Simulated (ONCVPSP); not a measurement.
In: pseudopotential generation

- system: indium (In, Z = 49), core [Kr], reference valence 4d10 5s2 (an ion of charge +1), valence charge 13.
- method: ONCV potential, PBE, scalar-relativistic, made with ONCVPSP 4.0.1

## The input
```
# ATOM AND REFERENCE CONFIGURATION
# atsym  z   nc   nv     iexc    psfile
  In 49.00    8    2        4      upf
#
#   n    l    f
    1    0    2.00
    2    0    2.00
    2    1    6.00
    3    0    2.00
    3    1    6.00
    3    2   10.00
    4    0    2.00
    4    1    6.00
    4    2   10.00
    5    0    2.00
#
# PSEUDOPOTENTIAL AND OPTIMIZATION
# lmax
    2
#
#   l,   rc,      ep,       ncon, nbas, qcut
    0    2.25    0.00    5    8    2.50
    1    2.10    0.42    3    6    4.30
    2    1.65    0.00    3    8   11.10
#
# LOCAL POTENTIAL
# lloc, lpopt,  rc(5),   dvloc0
    4    5    1.30    3.00
#
# VANDERBILT-KLEINMAN-BYLANDER PROJECTORs
# l, nproj, debl
    0    2    1.00
    1    2    0.70
    2    2    2.40
#
# MODEL CORE CHARGE
# icmod, fcfact, rcfact
    0    0.00    0.00
#
# LOG DERIVATIVE ANALYSIS
# epsh1, epsh2, depsh
   -2.00    5.00    0.02
#
# OUTPUT GRID
# rlmax, drl
    6.00    0.01
#
# TEST CONFIGURATIONS
# ncnf
    4
# nvcnf
#   n    l    f
    3
    4    2   10.00
    5    0    2.00
    5    1    1.00
#
    2
    4    2   10.00
    5    0    1.00
#
    2
    4    2   10.00
    5    0    0.00
#
    3
    4    2   10.00
    5    0    1.00
    5    1    2.00
#
```

Run as:
```bash
oncvpsp.x < In.dat > In.out
```

## The program's output (extracts)
```
ONCVPSP  (Optimized Norm-Conservinng Vanderbilt PSeudopotential)
scalar-relativistic version 4.0.1

#   n    l    f        energy (Ha)
    1    0    2.00    -1.0202309E+03
    2    0    2.00    -1.5299127E+02
    2    1    6.00    -1.3734330E+02
    3    0    2.00    -2.9253593E+01
    3    1    6.00    -2.4129535E+01
    3    2   10.00    -1.6176056E+01
    4    0    2.00    -4.6717126E+00
    4    1    6.00    -3.1456982E+00
    4    2   10.00    -9.5816598E-01
    5    0    2.00    -5.4849627E-01

Reference configufation results
  iterations    22
  all-electron total energy (Ha)   -5.88143885D+03

Begin loop to  construct optimized pseudo wave functions
and semi-local pseudopoentials for all angular momenta

   Wellstate for l =  0  n =  6
     eigenvalue =   0.4515
     asymptotic potential =   0.9515
     half-point radius =  3.8625

Calculating optimized projector #   1

 for l=   0

    Fraction of norm inside rc  0.440178
    Optimizing pswf for qcut=   2.49 a_B^-1,  ecut=   3.10 Ha
    Residual kinetic energy error=  1.75D-02 Ha

    Energy error per electron        Cutoff
         Ha          eV             Ha
         0.01000     0.27211        3.79
         0.00100     0.02721       20.14
         0.00010     0.00272       28.45
         0.00001     0.00027       33.12

Calculating optimized projector #   2

 for l=   0

    Fraction of norm inside rc  0.202260
    Optimizing pswf for qcut=   2.49 a_B^-1,  ecut=   3.10 Ha
    Residual kinetic energy error=  4.77D-02 Ha

    Energy error per electron        Cutoff
         Ha          eV             Ha
         0.01000     0.27211        4.41
         0.00100     0.02721       19.73
         0.00010     0.00272       40.37
         0.00001     0.00027       46.45

WARNING wellstate: moderately localized bound state found for n= 5 l=  1
WARNING scattering state with energy  0.05000000
WARNING will be used for the first projector

   Wellstate for l =  1  n =  6
     eigenvalue =   0.0500
     asymptotic potential =   0.5500
     half-point radius =  8.6484

   Wellstate for l =  1  n =  6
     eigenvalue =   0.7500
     asymptotic potential =   1.2500
     half-point radius =  3.9291

Calculating optimized projector #   1

 for l=   1

    Fraction of norm inside rc  0.090682
    Optimizing pswf for qcut=   4.31 a_B^-1,  ecut=   9.28 Ha
    Residual kinetic energy error=  4.40D-06 Ha

    Energy error per electron        Cutoff
         Ha          eV             Ha
         0.01000     0.27211        1.72
         0.00100     0.02721        5.31
         0.00010     0.00272        7.16
         0.00001     0.00027        9.06

Calculating optimized projector #   2

 for l=   1

    Fraction of norm inside rc  0.196387
    Optimizing pswf for qcut=   4.31 a_B^-1,  ecut=   9.28 Ha
    Residual kinetic energy error=  5.51D-04 Ha

    Energy error per electron        Cutoff
         Ha          eV             Ha
         0.01000     0.27211        4.65
         0.00100     0.02721        6.96
         0.00010     0.00272       32.67
         0.00001     0.00027       52.21

   Wellstate for l =  2  n =  6
     eigenvalue =   1.4418
     asymptotic potential =   1.9418
     half-point radius =  3.8064

Calculating optimized projector #   1

 for l=   2

    Fraction of norm inside rc  0.841583
    Optimizing pswf for qcut=  11.09 a_B^-1,  ecut=  61.47 Ha
    Residual kinetic energy error=  1.47D-09 Ha

    Energy error per electron        Cutoff
         Ha          eV             Ha
         0.01000     0.27211       28.89
         0.00100     0.02721       36.48
         0.00010     0.00272       42.58
         0.00001     0.00027       48.00

Calculating optimized projector #   2

 for l=   2

    Fraction of norm inside rc  0.072409
    Optimizing pswf for qcut=  11.09 a_B^-1,  ecut=  61.47 Ha
    Residual kinetic energy error=  3.06D-09 Ha

    Energy error per electron        Cutoff
         Ha          eV             Ha
         0.01000     0.27211       25.39
         0.00100     0.02721       33.93
         0.00010     0.00272       41.09
         0.00001     0.00027       47.29

Construct Vanderbilt / Kleinmman-Bylander projectors

B matrix Hermiticity error, ll=   0
   1   2    6.4759E-05

  Orthonormal projector coefficients  7.5219E+00  1.7914E+00

B matrix Hermiticity error, ll=   1
   1   2   -2.5231E-05

  Orthonormal projector coefficients  4.6704E+00  9.8257E-01

B matrix Hermiticity error, ll=   2
   1   2   -2.6543E-04

  Orthonormal projector coefficients -3.9357E+00 -1.0674E+00

Pseudoatom total energy  -56.184963

Diagnostic tests using Vanderbilt-Kleinman-Bylander pseudopotentials
  1 or more projectors used as specified by nproj input data

   l    rcore       rmatch      e in        delta e   norm test  slope test

   0   2.2533065   2.3217217  -0.5484963  -0.0000005   1.0000863   1.0001109
   0   2.2533065   2.3217217   0.4515037   0.0000009   1.0001208   1.0001208

   1   2.1098058   2.1738641   0.0500000  -0.0000295   0.9999961   0.9999961
   1   2.1098058   2.1738641   0.7500000   0.0001158   1.0000709   1.0000709

   2   1.6509171   1.7010425  -0.9581660  -0.0000090   1.0001401   1.0001499
   2   1.6509171   1.7010425   1.4418340   0.0000366   1.0002606   1.0002606

 Testing for bound ghosts
   n   l    E NL Schr. Eq   E Basis Diag.   E Cutoff

       0                       -0.713786     51.40  WARNING - GHOST(-)
   1   0       -0.548497       -0.547520     51.40

   2   1       -0.309980       -0.296957     34.36

   3   2       -0.958175       -0.958012    126.71

 Testing for highly-localized positive-energy ghosts
       l    <radius>/rc     E Basis Diag.   E Cutoff

       1        0.487430        1.896254     34.36  WARNING - GHOST(+)

Test configuration 0

   n   l     f        eae           eps        diff
   1   0  2.0000-1020.23088656
   2   0  2.0000 -152.99126966
   2   1  6.0000 -137.34330486
   3   0  2.0000  -29.25359294
   3   1  6.0000  -24.12953529
   3   2 10.0000  -16.17605630
   4   0  2.0000   -4.67171257
   4   1  6.0000   -3.14569823
   4   2 10.0000   -0.95816598   -0.95817500   -9.02D-06
   5   0  2.0000   -0.54849627   -0.54849678   -5.15D-07

    Total energies and differences
      AE_ref= -5.88143885D+03  AE_tst= -5.88143885D+03  dif=  0.00D+00
      PS_ref= -5.61849631D+01  PS_tst= -5.61849631D+01  dif= -4.26D-14
      PSP excitation error=  4.26D-14

Test configuration 1

   n   l     f        eae           eps        diff
   1   0  2.0000-1019.95496395
   2   0  2.0000 -152.71680934
   2   1  6.0000 -137.06867834
   3   0  2.0000  -28.97933047
   3   1  6.0000  -23.85526208
   3   2 10.0000  -15.90185308
   4   0  2.0000   -4.39741076
   4   1  6.0000   -2.87123162
   4   2 10.0000   -0.68439220   -0.68590129   -1.51D-03
   5   0  2.0000   -0.30176496   -0.30178571   -2.07D-05
   5   1  1.0000   -0.09256095   -0.09268973   -1.29D-04

    Total energies and differences
      AE_ref= -5.88143885D+03  AE_tst= -5.88163595D+03  dif= -1.97D-01
      PS_ref= -5.61849631D+01  PS_tst= -5.63822618D+01  dif= -1.97D-01
      PSP excitation error=  1.97D-04

Test configuration 2

   n   l     f        eae           eps        diff
   1   0  2.0000-1020.62443740
   2   0  2.0000 -153.38008447
   2   1  6.0000 -137.73238653
   3   0  2.0000  -29.64280069
   3   1  6.0000  -24.51873439
   3   2 10.0000  -16.56498989
   4   0  2.0000   -5.06106775
   4   1  6.0000   -3.53499747
   4   2 10.0000   -1.34244364   -1.34004650    2.40D-03
   5   0  1.0000   -0.86991953   -0.86892545    9.94D-04

    Total energies and differences
      AE_ref= -5.88143885D+03  AE_tst= -5.88073196D+03  dif=  7.07D-01
      PS_ref= -5.61849631D+01  PS_tst= -5.54783166D+01  dif=  7.07D-01
      PSP excitation error=  2.34D-04

Test configuration 3

   n   l     f        eae           eps        diff
   1   0  2.0000-1021.05703278
   2   0  2.0000 -153.80633470
   2   1  6.0000 -138.15900161
   3   0  2.0000  -30.06919417
   3   1  6.0000  -24.94511701
   3   2 10.0000  -16.99106685
   4   0  2.0000   -5.48628999
   4   1  6.0000   -3.95967284
   4   2 10.0000   -1.75983029   -1.75375579    6.07D-03

    Total energies and differences
      AE_ref= -5.88143885D+03  AE_tst= -5.87969122D+03  dif=  1.75D+00
      PS_ref= -5.61849631D+01  PS_tst= -5.44396968D+01  dif=  1.75D+00
      PSP excitation error=  2.35D-03

Test configuration 4

   n   l     f        eae           eps        diff
   1   0  2.0000-1020.01678753
   2   0  2.0000 -152.77708890
   2   1  6.0000 -137.12893273
   3   0  2.0000  -29.04037372
   3   1  6.0000  -23.91628488
   3   2 10.0000  -15.96274467
   4   0  2.0000   -4.45924085
   4   1  6.0000   -2.93303957
   4   2 10.0000   -0.74383223   -0.74573631   -1.90D-03
   5   0  1.0000   -0.33811573   -0.33814594   -3.02D-05
   5   1  2.0000   -0.11829964   -0.11842144   -1.22D-04

    Total energies and differences
      AE_ref= -5.88143885D+03  AE_tst= -5.88142129D+03  dif=  1.76D-02
      PS_ref= -5.61849631D+01  PS_tst= -5.61676748D+01  dif=  1.73D-02
      PSP excitation error=  2.67D-04
```

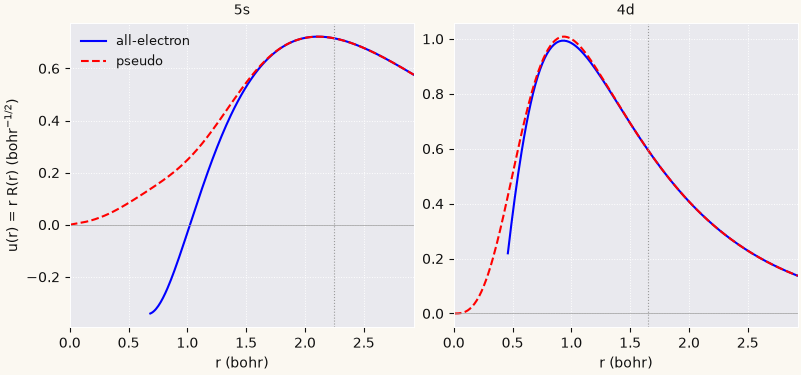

Fig. 1: Partial waves u(r) = r R(r), all-electron (solid) and pseudo (dashed). Dotted lines mark the matching radii. The innermost oscillations of some all-electron curves aren't drawn. Pseudo-waves: 5s has no node; 4d has no node.

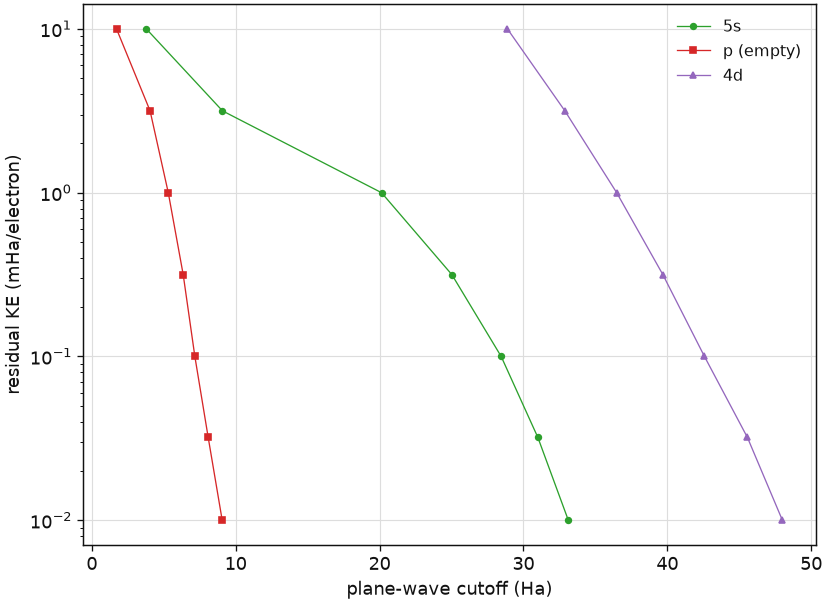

Fig. 2: Residual kinetic energy of the pseudo-waves (the first of each channel, and further valence shells) beyond the plane-wave cutoff, as the generator prints it.

- Hardest wave at 1 mHa per electron: 4d, with rc = 1.65 bohr and qcut = 11.1 1/bohr. The optimisation minimises, but can't always remove, the kinetic energy above qcut²/2 = 61.6 Ha, and a larger rc would as a rule soften the wave at some cost in transferability.
- Cutoffs for the occupied states: 36 Ha for 1 mHa and 43 Ha for 0.1 mHa per electron. The first is set by 4d.
- Cutoffs for 1 mHa per electron: 4d: 36 Ha; 5s: 20 Ha; p (empty): 5.3 Ha. The potential isn't sound: its ghost test gives GHOST(-) flagged for s at -19.4 eV; GHOST(+) flagged for p at 51.6 eV.

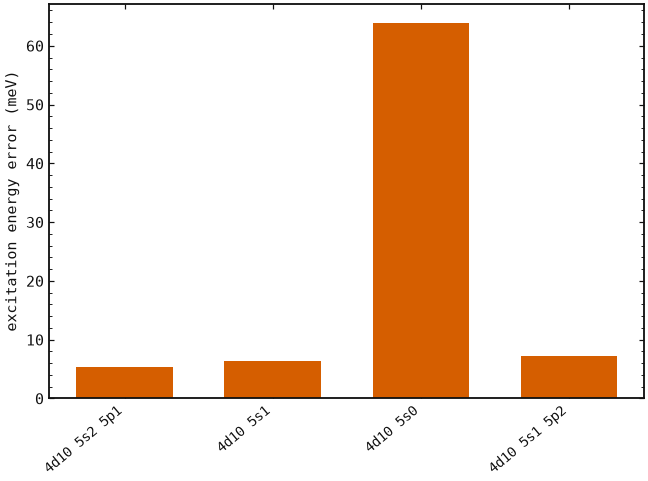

Fig. 3: Errors, all-electron minus pseudo, of the energies of valence configurations relative to the unpolarised reference 4d10 5s2.

- Worst configuration: 4d10 5s0 (charge +3): the error is +64 meV on an all-electron energy of +47.56 eV relative to the reference, or 0.13 %.
- Configurations within 10 meV and within 50 meV: 3 and 3 of 4.

## Summary

- outcome: generated, with a ghost state
- cutoffs needed: 36 Ha and 43 Ha (the cutoffs at which the residual kinetic energy of the hardest occupied pseudo-wave falls to 1 and 0.1 mHa per electron)
- ghost test: GHOST(-) flagged for s at -19.4 eV; GHOST(+) flagged for p at 51.6 eV
- largest excitation error: +64 meV (all-electron minus pseudo) for 4d10 5s0, out of 4 test configurations
- clearest signs, in the scattering phases, of states that the all-electron atom lacks: p near 1.9 Ha
- range over which the phases arctan(r R′/R) at the test radius agree within 0.05 rad (a looser test near the poles than one of phase shifts): p: up to about 1.8 Ha; d: over the whole range computed; s: not judged, the stored energies step over a narrow level; f: not judged, local potential alone
- hardware: 1 CPU thread, shared host
- wall time: 3 s

## Notes

The potential has a bound ghost state, so it can't be used as it stands. Warnings of the program, in the generation or the tests: wellstate: moderately localized bound state found for n= 5 l= 1.
